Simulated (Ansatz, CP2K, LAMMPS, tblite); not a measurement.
# Running liquid mixture of tetramethylsilane and dimethyl sulfoxide at 300 K (95 atoms) with tblite

Wanted: tblite inputs and outputs for liquid mixture of tetramethylsilane and dimethyl sulfoxide at 300 K (95 atoms), checked against a plane-wave reference.

Method: the method is named at each step, in tblite 0.8.0.

## 1. The structure

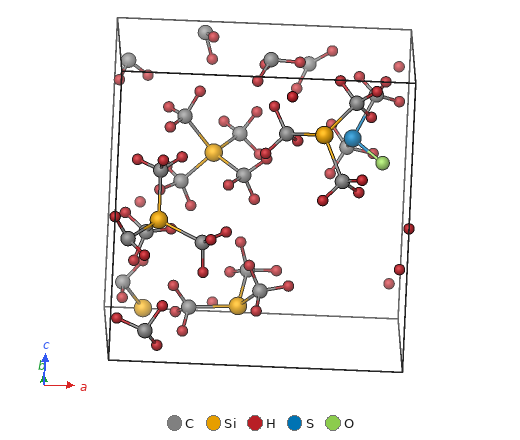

The starting structure, seen slightly off an axis (carbon grey, silicon orange, hydrogen red, sulfur blue, oxygen green). Bonds to atoms that aren't drawn are left out. Some periodic images of atoms are drawn too.

The cell holds 95 atoms: 22 C, 5 Si, 66 H, 1 S and 1 O. Its edges and angles: a = 10.756 Å, b = 10.756 Å, c = 10.756 Å, α = 90.0°, β = 90.0°, γ = 90.0°. 5 tetramethylsilane, 1 dimethyl sulfoxide placed at random, at 0.693 g/cm³; overlaps pushed apart, then 10 ps at 450 K with MMFF94 bonds, angles, torsions, charges and radii (Halgren, J. Comput. Chem. 17, 490 (1996)) in harmonic and 12-6 forms. Snapshot after 20 ps at 300 K and fixed volume.

The yardstick, on the same geometry:

* method: Kohn-Sham DFT, PBE, PAW, plane waves (Ansatz 0.2.0); cutoff 420 eV, Γ point, fermi-dirac smearing of 0.05 eV; PAW set soft_2
* r.m.s. force component: 0.7109 eV/Å
* longest force: 3.594 eV/Å
* pressure: 3.049 GPa
* gap (highest filled to lowest empty level): 4.199 eV
* SCF cycles: 9
* time: 6.8 s on 4 threads of Arm Neoverse V2, shared host
* CPU time: 26 s

## 2. GFN2-xTB

Method: GFN2-xTB tight binding, diagonalisation.

run.py reads:

```python
import numpy as np
from ase.io import read
from tblite.ase import TBLite

atoms = read("structure.xyz")
atoms.calc = TBLite(method="GFN2-xTB", electronic_temperature=580, accuracy=1.0, max_iterations=250, mixer_damping=0.4, verbosity=1)
energy = atoms.get_potential_energy()
forces = atoms.get_forces()
print(f"energy {energy:.6f} eV")
print("forces (eV/A)")
for i, (a, f) in enumerate(zip(atoms, forces)):
    print(f"{i:4d} {a.symbol:2s} {f[0]:10.5f} {f[1]:10.5f} {f[2]:10.5f}")
stress = -atoms.get_stress(voigt=False) * 160.21766
print("stress (GPa, compression positive)")
for row in stress:
    print(" ".join(f"{x:10.4f}" for x in row))
print("charges (e)")
print(np.array2string(atoms.get_charges(), precision=4, suppress_small=True, max_line_width=110, threshold=100000))
```

structure.xyz reads:

```xyz
95
Lattice="10.75553 0.00000 0.00000 0.00000 10.75553 0.00000 0.00000 0.00000 10.75553" Properties=species:S:1:pos:R:3 pbc="T T T"
C 0.45872 9.97382 9.33429
Si 1.39467 9.86024 0.17220
C 0.58994 8.67982 1.32540
C 3.20665 9.54295 10.56107
C 1.29131 0.63963 1.03189
H 0.13466 9.08455 8.76414
H 1.20193 10.47761 8.71908
H 10.36532 10.63313 9.39044
H 0.57080 7.69408 0.93509
H 10.32327 8.94570 1.62538
H 1.28055 8.47138 2.18972
H 3.49017 8.46191 10.60893
H 3.50792 9.79861 9.53876
H 3.92706 10.00641 0.47314
H 1.89061 0.76278 1.96020
H 1.76735 1.39800 0.37182
H 0.25222 0.85291 1.41951
C 2.96164 5.42681 1.09459
Si 4.76341 5.68914 1.16590
C 5.08382 7.07854 2.25812
C 5.50887 4.22746 2.02527
C 5.57384 5.93867 10.31886
H 2.75610 4.71576 0.32998
H 2.50292 6.33382 0.74116
H 2.36148 5.11210 1.93288
H 4.46860 7.97469 1.99892
H 6.15163 7.35259 2.23059
H 4.78427 6.87171 3.32432
H 5.07381 4.04429 2.98982
H 5.38304 3.30173 1.44544
H 6.54850 4.38901 2.22306
H 5.09963 5.24397 9.62857
H 5.38540 6.93205 9.94736
H 6.63100 5.81465 10.28745
C 3.26452 1.54224 4.23262
Si 1.65356 2.20123 4.88150
C 0.52659 0.83086 4.38869
C 1.64248 2.42473 6.69188
C 1.24162 3.77820 4.12959
H 3.54857 0.59758 4.51883
H 4.13303 2.17531 4.54131
H 3.33830 1.57472 3.11609
H 1.13525 0.00129 3.94932
H 10.49923 1.03909 3.62311
H 0.00710 0.41613 5.26365
H 0.79279 3.05479 6.93882
H 1.70013 1.49964 7.23223
H 2.41752 3.09114 7.09273
H 0.83743 3.62246 3.08028
H 0.46701 4.32749 4.71286
H 2.16552 4.35513 4.17142
C 4.61595 8.61496 7.02960
Si 3.65710 7.10973 6.56195
C 2.53701 6.66886 7.95232
C 2.51808 7.65987 5.35529
C 4.76104 5.74797 6.01589
[... 35 atom lines left out ...]
H 8.84739 6.94452 9.63545
H 7.93995 8.13591 7.60502
H 9.49810 7.83250 6.64283
H 7.94984 7.38787 5.91242
```

Started as:

```
OMP_NUM_THREADS=1 python run.py > output.txt
```

The log of the run:

```text
------------------------------------------------------------
  cycle        total energy    energy error   density error
------------------------------------------------------------
      1     -95.00520494732  -9.6543699E+01   1.4263861E-01
      2     -96.04787990317  -1.0426750E+00   7.4268898E-02
      3     -96.38413107046  -3.3625117E-01   4.1175552E-02
      4     -96.40985473258  -2.5723662E-02   1.7043847E-02
      5     -96.42079351493  -1.0938782E-02   6.5382895E-03
      6     -96.42090744988  -1.1393495E-04   2.7521342E-03
      7     -96.42095603186  -4.8581972E-05   1.0635111E-03
      8     -96.42096878545  -1.2753598E-05   6.5199432E-04
      9     -96.42097933846  -1.0553007E-05   2.3774381E-04
     10     -96.42098015329  -8.1483348E-07   1.3320425E-04
     11     -96.42098018895  -3.5654566E-08   5.5002561E-05
     12     -96.42098021740  -2.8450330E-08   2.5411385E-05
     13     -96.42098022139  -3.9904222E-09   9.0258287E-06
------------------------------------------------------------
 total:                                   3.974 sec
energy -2623.748514 eV
forces (eV/A)
   0 C    -0.10841   -0.07314   -1.55961
   1 Si    0.56912   -2.73639   -0.95805
   2 C     0.34929   -1.38603    1.78874
   3 C     1.42749   -1.50651   -0.58657
   4 C     0.04640    4.22924    2.51751
   5 H     0.29956    0.28399    0.59754
   6 H    -0.25709    0.13645   -0.59942
   7 H    -0.27632    0.14550    0.06395
   8 H    -0.51197   -0.96806   -0.79680
   9 H     0.62571   -0.05113    0.18000
  10 H    -0.97611    0.79939   -0.21575
  11 H    -0.49967    0.58036    0.07123
  12 H    -0.23009    0.27865    0.23362
  13 H    -0.23142    0.32327    0.11115
  14 H    -0.21106   -0.55557   -0.58610
  15 H    -1.09296    0.20724    0.43282
  16 H     1.03867    0.34557   -1.01872
  17 C    -1.87173    0.09351   -0.54004
  18 Si    0.03985   -1.47974    1.06889
  19 C    -0.01729    2.88579    2.39019
  20 C     0.17679   -1.34829    0.01349
  21 C    -0.08254    0.21042   -1.94696
  22 H    -0.26394   -0.76893   -0.71855
  23 H    -0.33705    0.52805   -0.14067
[...]
87 C    -1.70539    0.96739   -1.03717
  88 O    -0.53789   -0.00808    0.04029
  89 H     0.02059   -0.08943   -0.40112
  90 H    -0.51773   -1.00047    0.45767
  91 H    -0.95803    0.56309    0.66659
  92 H     0.77515   -0.74981   -0.80612
  93 H     0.27583    0.26374    0.20838
  94 H     0.56789    0.08419    1.36683
stress (GPa, compression positive)
    2.2744    -0.0069     0.3454
   -0.0069     3.8892    -0.4954
    0.3454    -0.4954     2.9690
charges (e)
[-0.1729  0.4584 -0.1776 -0.1686 -0.1789  0.0102  0.0124  0.0273  0.0159  0.0262  0.0153  0.0103  0.0229
  0.0216  0.0352  0.0155  0.0229 -0.1852  0.46   -0.1732 -0.181  -0.1779  0.0175  0.0174  0.0434  0.015
  0.0139  0.0146  0.0243  0.0121  0.0187  0.0251  0.0199  0.0306 -0.1743  0.4589 -0.1737 -0.1765 -0.1725
  0.028   0.0019  0.0113  0.019   0.0175  0.0164  0.0398  0.0177  0.0155  0.0168  0.039   0.0223 -0.1677
  0.4589 -0.1765 -0.1792 -0.1741  0.0058  0.0166  0.0137  0.0138  0.0327  0.0205  0.0182  0.0271  0.0214
  0.0234  0.0262  0.023  -0.1825  0.4569 -0.18   -0.1782 -0.1718  0.0174  0.0153  0.0218  0.0385  0.0257
  0.0148  0.0161  0.0215  0.0252  0.0197  0.0227  0.0185 -0.0864  0.3132 -0.08   -0.4847  0.0627  0.0585
  0.0471  0.0497  0.0684  0.0479]
```

Wall time 4.5 s (1 thread of Arm Neoverse V2, shared host); peak memory 0.16 GiB.

Banners, paths, timers and routine set-up lines are dropped from the logs unmarked, and long logs keep their key lines alone; longer cuts are marked.

Compared with the plane-wave run:

```
r.m.s. force component                  : 0.9118 eV/Å
r.m.s. difference of force components   : 411.5 meV/Å
longest difference of force vectors     : 2049 meV/Å
force difference over r.m.s. force      : 57.88 %
slope of forces against the reference's : 1.155
correlation of force components         : 0.9005
pressure                                : 3.044 GPa
pressure difference                     : -0.005 GPa
```

Length of the force difference by element (eV/Å):

```tsv
element	atoms	mean	most
C	22	1.1	2.0
H	66	0.36	0.50
O	1	1.9	1.9
S	1	1.8	1.8
Si	5	0.87	1.5
```

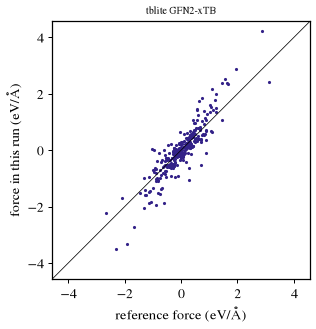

Force components against those of the reference; the line marks equality.

A closer look about H11, picked at random: 9 atoms, nearest first, numbered in the order of the input, with positions taken from that point.

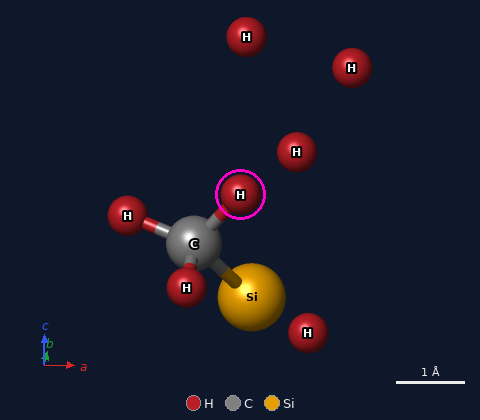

The atoms of the table, within 3.1 Å (arrows a, b, c point along x, y, z); some may hide others; the central atom is ringed.

```tsv
atom	x	y	z	distance (Å)	bonds	Mulliken charge (e)	Fx	Fy	Fz (eV/Å)
H11	0.00	0.00	0.00	0.00	1	0.02	-0.98	0.80	-0.22
C3	-0.69	0.21	-0.86	1.13	4	-0.18	0.35	-1.39	1.79
H9	-0.71	-0.78	-1.25	1.64	1	0.02	-0.51	-0.97	-0.80
H10	-1.71	0.47	-0.56	1.86	1	0.03	0.63	-0.05	0.18
Si2	0.11	1.39	-2.02	2.45	4	0.46	0.57	-2.74	-0.96
H63	1.64	-0.50	2.21	2.80	1	0.02	0.19	-0.10	-0.29
H24	1.22	-2.14	-1.45	2.86	1	0.02	-0.34	0.53	-0.14
H43	-0.15	2.29	1.76	2.89	1	0.02	-0.60	0.48	0.44
H15	0.61	3.05	-0.23	3.12	1	0.04	-0.21	-0.56	-0.59
```

Atoms are counted from 1 here, from 0 in the log.

Forces lie 58 % from the reference's, at 0.18 times its CPU time (on 1 against 4 cores).

## 3. Summary of results

```yaml
force_difference_from_the_reference: tblite GFN2-xTB, 58 %
its_cpu_time: 4.5 s
```

In words: Tight binding differs by 58 % (tblite GFN2-xTB); it is another model, with fitted parameters of its own, and the xTB methods hold dispersion. One electronic-structure run takes under half the reference's CPU time: tblite GFN2-xTB, at 58 % in 4.5 s against 26 s. Periodic xTB results under one method name differ between programs and library versions. The network of contacts between molecules at the start is that of the classical potential that made the cell, and needn't be the one that DFT or experiment would give. The reference's PBE has no dispersion term, which matters for the binding between molecules or layers. The density was typed from a rule of thumb and may lie off the real one at this temperature. The electronic-structure runs sample only Γ, in a cell whose shortest periodic width is 11 Å.

[Also dropped from logs without a mark: logging warnings of Python, and SIESTA's first energy breakdown and zero terms.]

[Logs are printed without paths, hosts, clocks, repeated set-up lines and the standing remarks that a program may print on its own settings, such as how far it seeks lower states.]

[Hosts, paths, dates, database ids (printed as entryN), source tags and the programs' standing remarks are cut or masked in the printed files.]

[The MMFF94 radii named for the starting cell were scaled by 0.96; in molecules described by MMFF94, hydrogen bound to N, O or S took a small fixed 12-6 site in their place.]
